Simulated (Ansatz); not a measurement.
Run report: H4O, geometry relaxation

H4O, computed with UKS B3LYP-D4/cc-pVDZ (Ansatz 0.2.0).

It belongs to a series of runs on one base structure; here: start relaxed. Figures and captions count atoms from 1; the log counts them from 0 in places.

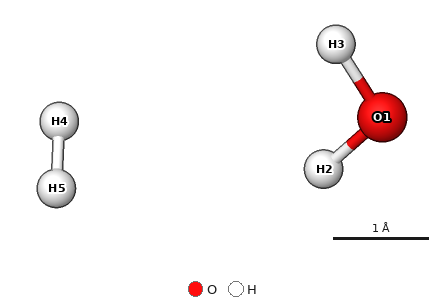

Fig. 1: The input geometry (ball-and-stick view, seen at a tilt; atoms are numbered from 1 in the order of the input). Bond lengths as drawn: H–H 0.77 Å and H–O 0.96 Å.

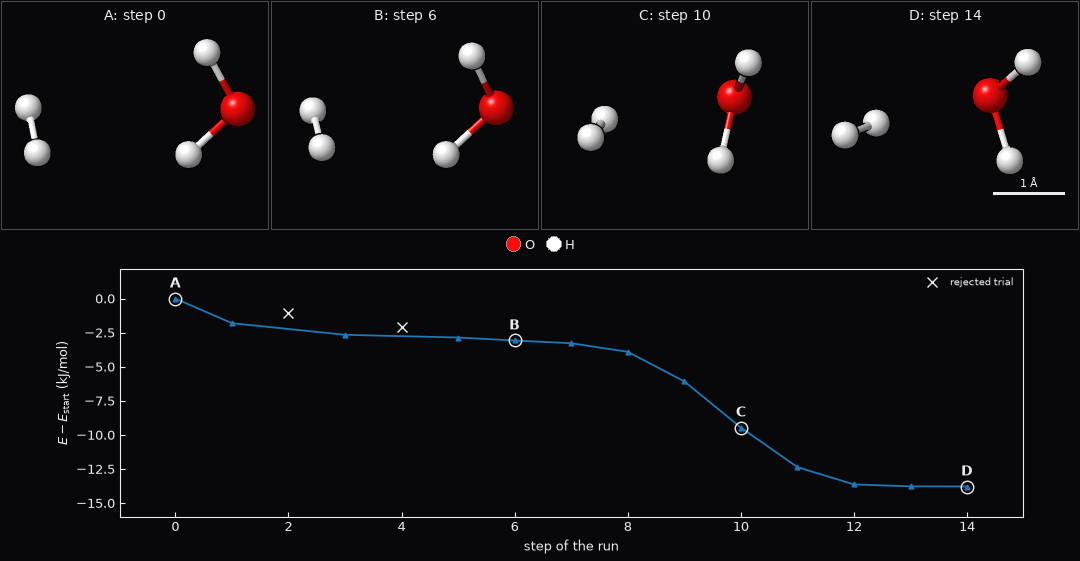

Fig. 2: Frames of the relaxation (ball-and-stick view, seen at a tilt) above the curves, on which the letters mark them (the first geometry is step 0 here and step 1 in the log).

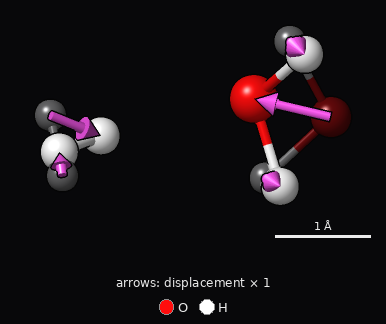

Fig. 3: Start (faint) and end (solid) with the displacements as pink arrows, at true length (ball-and-stick view, seen at a tilt). The two geometries are laid on each other by the best rigid fit. Over 14 geometry steps the energy falls by 13.8 kJ/mol. Largest force component: 0.64 eV/Å at the start, 0.0015 eV/Å at the end. The line search rejected the trial steps at points 2, 4 (counted from 0) and went back. The largest move after the best rigid fit is that of O1, 0.84 Å. By element the largest moves are O 0.84 Å, H 0.65 Å. Among the contacts that change: H4–H5 0.774 → 0.764 Å, O1–H2 0.961 → 0.969 Å. Among the angles that change: H2–O1–H3 106.9° → 102.8°. (Atoms are counted from 1 in the order of the input.)

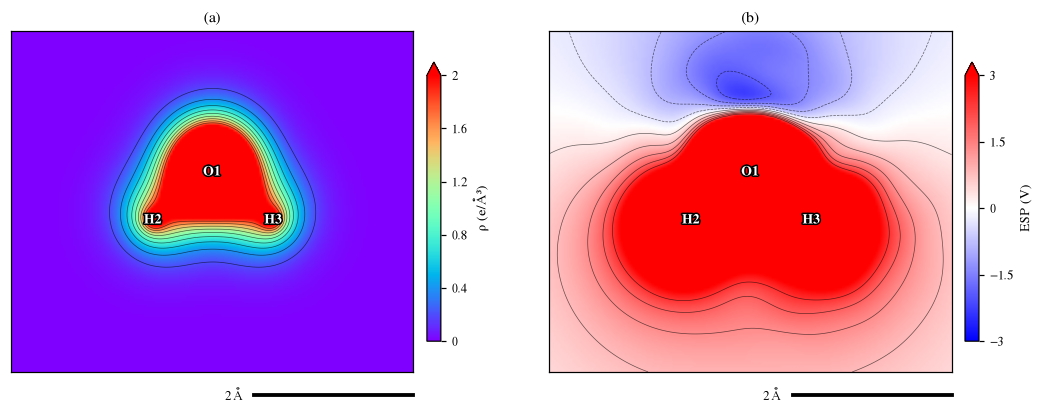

Fig. 4: (a) electron density; (b) molecular electrostatic potential on the plane of atoms H2, O1 and H3. Atoms in the plane: O and H. O–H (0.97 Å): ρ is about 3.6 e/Å³ halfway, with its minimum of 2.3 e/Å³ about 0.8 Å from O.

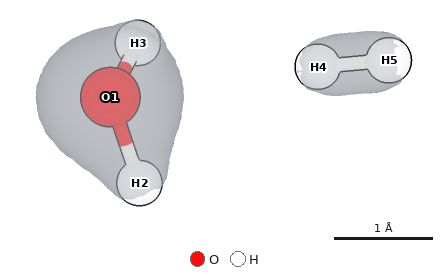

Fig. 5: Isosurface of the total electron density at 1 e/Å³ (grey), seen at an oblique angle. At this value the surface falls into two separate pieces. It is pinched off along the O···H (2.35 Å) contacts. On the grid the lowest density along these lines, outside the cores, is 0.09 e/Å³ (O···H, 2.35 Å), 1.6 e/Å³ (H–H, 0.76 Å) and 2.3 e/Å³ (O–H, 0.97 Å).

The input and output of the run follow.

Input
```yaml
crystal:
  periodic: [false, false, false]
  atoms:
    - { symbol: O, position_ang: [0.2886, 0.0133, -1.6112] }
    - { symbol: H, position_ang: [0.1159, -0.7928, -1.1179] }
    - { symbol: H, position_ang: [-0.2284, 0.7105, -1.1982] }
    - { symbol: H, position_ang: [-0.4222, 0.1746, 1.8273] }
    - { symbol: H, position_ang: [0.2461, -0.1056, 2.1] }
magnetization:
  spin_polarized: true
basis:
  gaussian: { orbitals: cc-pVDZ }
hamiltonian:
  xc: b3lyp
  dispersion: d4
relax:
  f_tol: 0.02
  max_steps: 40
output:
  orbitals: {}
```

Command:
```bash
ansatz run input.yaml --threads 1 --pin off --max-ram 2048MiB --backend cpu --events-out ev --progress --plain --runs-dir out
```

What the program printed
```
The last accepted step is kept in [file] (removed where the run ends without a failure and the disk answers)
Engine: ansatz 0.2.0, aarch64-unknown-linux-gnu
Functional definition: B3LYP
  parameter a0 = 0.2
  parameter ax = 0.72
  parameter ac = 0.81
  exchange = (1 - a0 - ax)*slater_x + ax*b88_x + a0*exact_x
  correlation = (1 - ac)*vwn_rpa_c + ac*lyp_c
357 factors; integrals over basis functions are off by at most 3.4e-4 eV
mean field evaluation 1: about -2107.6197 eV, gradient 3.4e1 eV
mean field evaluation 2: about -2104.0578 eV, gradient 4.6e1 eV
mean field evaluation 4: about -2111.4420 eV, gradient 1.0e-1 eV
mean field evaluation 8: about -2111.4405 eV, gradient 1.7e-4 eV
mean field -2111.44049007 eV, -77.5940068245 hartree, gradient 3.5e-5 eV, S^2 0.000000; 0 other end points of the search recorded, 0 dependent functions left out
the calculation of the forces begins
reference -2111.44065115 eV, -77.5940127437 hartree; 6, 6 occupied and 28, 28 virtual orbitals, 357 factors
relax step   1: F+E_penalty+E_count = -2111.45935005 eV  Δ(F+E_penalty+E_count) = +0.000e0 eV  max|allowed force component| = 6.356e-1 eV/Å  Δτ_max = 0.0000 Å  (21 SCF iters, accepted)
these checks for a lower state are left out or cut short: starts, cluster_reference, orbital_swaps, neighbouring_geometries, increment
357 factors; integrals over basis functions are off by at most 3.7e-4 eV
mean field evaluation 16: about -2111.4570 eV, gradient 1.3e-5 eV
mean field -2111.45703915 eV, -77.5946149917 hartree, gradient 1.3e-5 eV, S^2 0.000000; 0 other end points of the search recorded, 0 dependent functions left out
[... from here on the field's lines of each further geometry are left out, up to the last ...]
relax step   2: F+E_penalty+E_count = -2111.47805736 eV  Δ(F+E_penalty+E_count) = -1.871e-2 eV  max|allowed force component| = 2.858e-1 eV/Å  Δτ_max = 0.1431 Å  (22 SCF iters, accepted)
relax step   3: F+E_penalty+E_count = -2111.47040641 eV  Δ(F+E_penalty+E_count) = +7.651e-3 eV  max|allowed force component| = 1.149e0 eV/Å  Δτ_max = 0.1952 Å  (24 SCF iters, rejected (line search))
relax step   4: F+E_penalty+E_count = -2111.48687858 eV  Δ(F+E_penalty+E_count) = -8.821e-3 eV  max|allowed force component| = 1.833e-2 eV/Å  Δτ_max = 0.0975 Å  (25 SCF iters, accepted)
relax step   5: F+E_penalty+E_count = -2111.48091890 eV  Δ(F+E_penalty+E_count) = +5.960e-3 eV  max|allowed force component| = 9.694e-1 eV/Å  Δτ_max = 0.0987 Å  (24 SCF iters, rejected (line search))
relax step   6: F+E_penalty+E_count = -2111.48894287 eV  Δ(F+E_penalty+E_count) = -2.064e-3 eV  max|allowed force component| = 5.777e-2 eV/Å  Δτ_max = 0.0490 Å  (22 SCF iters, accepted)
relax step   7: F+E_penalty+E_count = -2111.49121186 eV  Δ(F+E_penalty+E_count) = -2.269e-3 eV  max|allowed force component| = 2.276e-1 eV/Å  Δτ_max = 0.0493 Å  (22 SCF iters, accepted)
relax step   8: F+E_penalty+E_count = -2111.49328496 eV  Δ(F+E_penalty+E_count) = -2.073e-3 eV  max|allowed force component| = 5.935e-1 eV/Å  Δτ_max = 0.0732 Å  (25 SCF iters, accepted)
relax step   9: F+E_penalty+E_count = -2111.49982369 eV  Δ(F+E_penalty+E_count) = -6.539e-3 eV  max|allowed force component| = 3.867e-1 eV/Å  Δτ_max = 0.1125 Å  (21 SCF iters, accepted)
relax step  10: F+E_penalty+E_count = -2111.52229011 eV  Δ(F+E_penalty+E_count) = -2.247e-2 eV  max|allowed force component| = 5.546e-1 eV/Å  Δτ_max = 0.1688 Å  (26 SCF iters, accepted)
relax step  11: F+E_penalty+E_count = -2111.55735566 eV  Δ(F+E_penalty+E_count) = -3.507e-2 eV  max|allowed force component| = 5.397e-1 eV/Å  Δτ_max = 0.1999 Å  (25 SCF iters, accepted)
relax step  12: F+E_penalty+E_count = -2111.58746694 eV  Δ(F+E_penalty+E_count) = -3.011e-2 eV  max|allowed force component| = 5.715e-1 eV/Å  Δτ_max = 0.2000 Å  (25 SCF iters, accepted)
relax step  13: F+E_penalty+E_count = -2111.60060917 eV  Δ(F+E_penalty+E_count) = -1.314e-2 eV  max|allowed force component| = 1.429e-1 eV/Å  Δτ_max = 0.1358 Å  (24 SCF iters, accepted)
relax step  14: F+E_penalty+E_count = -2111.60205992 eV  Δ(F+E_penalty+E_count) = -1.451e-3 eV  max|allowed force component| = 2.521e-2 eV/Å  Δτ_max = 0.0408 Å  (21 SCF iters, accepted)
the calculation of the forces begins
reference -2111.57693528 eV, -77.5990210933 hartree; 6, 6 occupied and 28, 28 virtual orbitals, 357 factors
relax step  15: F+E_penalty+E_count = -2111.60217486 eV  Δ(F+E_penalty+E_count) = -1.149e-4 eV  max|allowed force component| = 1.524e-3 eV/Å  Δτ_max = 0.0137 Å  (22 SCF iters, accepted)
357 factors; integrals over basis functions are off by at most 4.8e-4 eV
mean field evaluation 96: about -2111.5768 eV, gradient 1.8e-5 eV
mean field -2111.57677680 eV, -77.5990152693 hartree, gradient 1.8e-5 eV, S^2 0.000000; 1 other end points of the search recorded, 0 dependent functions left out
the calculation of the forces begins
reference -2111.57693528 eV, -77.5990210933 hartree; 6, 6 occupied and 28, 28 virtual orbitals, 357 factors
Total energy: -2111.60233334 eV, -77.5999544548 hartree
Atom 0 at    -0.314758    -0.079757    -1.091045 Å, force    -0.000758    -0.000344    -0.000214 eV/Å
Atom 1 at     0.427933    -0.702309    -1.069190 Å, force     0.000129     0.001322    -0.001451 eV/Å
Atom 2 at     0.127782     0.782513    -1.108807 Å, force     0.000669    -0.001524     0.001043 eV/Å
Atom 3 at    -0.193870    -0.018434     1.259837 Å, force     0.000432    -0.000156     0.000041 eV/Å
Atom 4 at    -0.047086     0.017987     2.009205 Å, force    -0.000472     0.000701     0.000581 eV/Å
Dipole moment:     0.387847     0.077238    -0.094129 e Å
```

Trajectory as extended XYZ (Å, eV, eV/Å), 15 frames, from step=1 to step=15
```
5
Properties=species:S:1:pos:R:3:forces:R:3 step=1 energy=-2111.45935
O     0.2886    0.0133   -1.6112    0.4811   0.1003  -0.6356
H     0.1159   -0.7928   -1.1179   -0.2423  -0.0790   0.3429
H    -0.2284    0.7105   -1.1982   -0.2411  -0.0186   0.3209
H    -0.4222    0.1746    1.8273    0.3693  -0.1601   0.1306
H     0.2461   -0.1056    2.1000   -0.3670   0.1575  -0.1588
5
Properties=species:S:1:pos:R:3:forces:R:3 step=2 energy=-2111.47806
O     0.2748    0.0070   -1.5377    0.2133  -0.0416  -0.2858
H     0.1151   -0.7742   -0.9910   -0.1128   0.0920   0.1327
H    -0.2260    0.7162   -1.1161   -0.1027  -0.0468   0.1784
H    -0.4103    0.1603    1.6854   -0.0185  -0.0018  -0.0267
H     0.2464   -0.1092    1.9594    0.0207  -0.0018   0.0014
5
Properties=species:S:1:pos:R:3:forces:R:3 step=3 energy=-2111.47041 accepted=F
O     0.1946   -0.0233   -1.4989   -0.3102  -0.3643   1.1487
H     0.1523   -0.7313   -0.8043    0.0834   0.7194  -0.8110
H    -0.1833    0.7370   -1.0086    0.2289  -0.3503  -0.3357
H    -0.4093    0.1335    1.5133   -0.1550   0.0383  -0.0709
H     0.2457   -0.1159    1.7985    0.1529  -0.0431   0.0688
5
Properties=species:S:1:pos:R:3:forces:R:3 step=4 energy=-2111.48688
O     0.2263   -0.0128   -1.5257   -0.0093  -0.0083   0.0040
H     0.1288   -0.7445   -0.8992    0.0035  -0.0062   0.0106
H    -0.1898    0.7244   -1.0560    0.0056   0.0183   0.0063
H    -0.4165    0.1278    1.5946    0.0095  -0.0161  -0.0105
H     0.2512   -0.0949    1.8862   -0.0093   0.0123  -0.0104
5
Properties=species:S:1:pos:R:3:forces:R:3 step=5 energy=-2111.48092 accepted=F
O     0.1473   -0.0404   -1.5213   -0.2388   0.0931   0.9694
H     0.1575   -0.7162   -0.8096    0.0524   0.2704  -0.5132
H    -0.1325    0.7465   -1.0050    0.1892  -0.3591  -0.4422
H    -0.4264    0.0799    1.5088    0.1304  -0.0445   0.0486
H     0.2540   -0.0698    1.8271   -0.1333   0.0401  -0.0626
5
Properties=species:S:1:pos:R:3:forces:R:3 step=6 energy=-2111.48894
O     0.2032   -0.0210   -1.5161   -0.0270   0.0037   0.0279
H     0.1307   -0.7347   -0.8665    0.0202  -0.0577   0.0064
H    -0.1692    0.7313   -1.0341    0.0077   0.0578  -0.0164
H    -0.4189    0.1019    1.5531    0.0373  -0.0233   0.0039
H     0.2543   -0.0775    1.8636   -0.0383   0.0195  -0.0218
5
Properties=species:S:1:pos:R:3:forces:R:3 step=7 energy=-2111.49121
O     0.1646   -0.0325   -1.5149   -0.0980   0.0679   0.2276
H     0.1407   -0.7270   -0.8377    0.0290   0.0278  -0.0881
H    -0.1378    0.7446   -1.0155    0.0713  -0.0918  -0.1227
H    -0.4220    0.0691    1.5164    0.1057  -0.0319   0.0375
H     0.2545   -0.0542    1.8517   -0.1079   0.0281  -0.0543
5
Properties=species:S:1:pos:R:3:forces:R:3 step=8 energy=-2111.49329
O     0.0933   -0.0489   -1.5122   -0.0980   0.1227   0.5935
H     0.1721   -0.7139   -0.8030    0.0087   0.1528  -0.2892
H    -0.0894    0.7595   -0.9943    0.0929  -0.2714  -0.2868
H    -0.4225    0.0369    1.4726    0.1070  -0.0236   0.0351
H     0.2465   -0.0336    1.8369   -0.1105   0.0195  -0.0526
5
Properties=species:S:1:pos:R:3:forces:R:3 step=9 energy=-2111.49982
O     0.0456   -0.0533   -1.4766   -0.0548   0.0540   0.3867
H     0.1931   -0.7122   -0.7761    0.0039   0.1140  -0.2011
H    -0.0760    0.7629   -0.9600    0.0588  -0.1621  -0.1795
H    -0.3838    0.0364    1.3669    0.3524  -0.0571   0.2531
H     0.2210   -0.0337    1.8457   -0.3603   0.0511  -0.2592
5
Properties=species:S:1:pos:R:3:forces:R:3 step=10 energy=-2111.52229
O    -0.0930   -0.0698   -1.4123    0.0278   0.0287   0.3887
H     0.2613   -0.6988   -0.7599   -0.0259   0.1010  -0.2212
H    -0.0149    0.7754   -0.9375    0.0221  -0.1220  -0.1677
H    -0.2906    0.0148    1.2279    0.3724  -0.0536   0.5546
H     0.1372   -0.0216    1.8818   -0.3963   0.0459  -0.5544
5
Properties=species:S:1:pos:R:3:forces:R:3 step=11 energy=-2111.55736
O    -0.2305   -0.0766   -1.2673    0.2368   0.1502   0.3471
H     0.3384   -0.6872   -0.7653   -0.1152   0.1113  -0.2123
H     0.0779    0.7908   -0.9431   -0.1061  -0.2699  -0.1765
H    -0.2926   -0.0496    1.1746   -0.2836  -0.0360  -0.4980
H     0.1068    0.0226    1.8011    0.2680   0.0443   0.5397
5
Properties=species:S:1:pos:R:3:forces:R:3 step=12 energy=-2111.58747
O    -0.3073   -0.0802   -1.2094    0.5715   0.2940   0.2617
H     0.4075   -0.6885   -0.9364   -0.2900   0.2092  -0.1423
H     0.1224    0.7961   -1.1016   -0.2780  -0.5070  -0.0834
H    -0.2471   -0.0258    1.2656    0.0631   0.0073   0.0585
H     0.0245   -0.0016    1.9818   -0.0666  -0.0035  -0.0945
5
Properties=species:S:1:pos:R:3:forces:R:3 step=13 energy=-2111.60061
O    -0.3176   -0.0723   -1.0742   -0.0462  -0.0500  -0.0208
H     0.4256   -0.6897   -1.0165    0.0297  -0.0989   0.0011
H     0.1308    0.7824   -1.1354    0.0111   0.1429  -0.0016
H    -0.2096   -0.0214    1.2420    0.0127   0.0060  -0.0104
H    -0.0291    0.0012    1.9841   -0.0073   0.0001   0.0318
5
Properties=species:S:1:pos:R:3:forces:R:3 step=14 energy=-2111.60206
O    -0.3141   -0.0776   -1.0925   -0.0252  -0.0050   0.0006
H     0.4268   -0.7014   -1.0556    0.0094   0.0188  -0.0042
H     0.1270    0.7851   -1.1203    0.0157  -0.0152   0.0035
H    -0.1955   -0.0176    1.2598    0.0018  -0.0003  -0.0013
H    -0.0442    0.0115    2.0086   -0.0018   0.0017   0.0014
5
Properties=species:S:1:pos:R:3:forces:R:3 step=15 energy=-2111.60217
O    -0.3148   -0.0798   -1.0910   -0.0008  -0.0003  -0.0002
H     0.4279   -0.7023   -1.0692    0.0001   0.0013  -0.0015
H     0.1278    0.7825   -1.1088    0.0007  -0.0015   0.0010
H    -0.1939   -0.0184    1.2598    0.0004  -0.0002   0.0000
H    -0.0471    0.0180    2.0092   -0.0005   0.0007   0.0006
```

Key numbers

```tsv
quantity	value
outcome	converged
total energy	−2111.6023 eV
mean-field energy	−2111.5769 eV
largest force (length of the vector) at the end	0.002 eV/Å
hardware	1 thread of Arm Neoverse V1, 24 GiB of memory available, shared host
wall time	10 s
peak memory	0.09 GiB
```
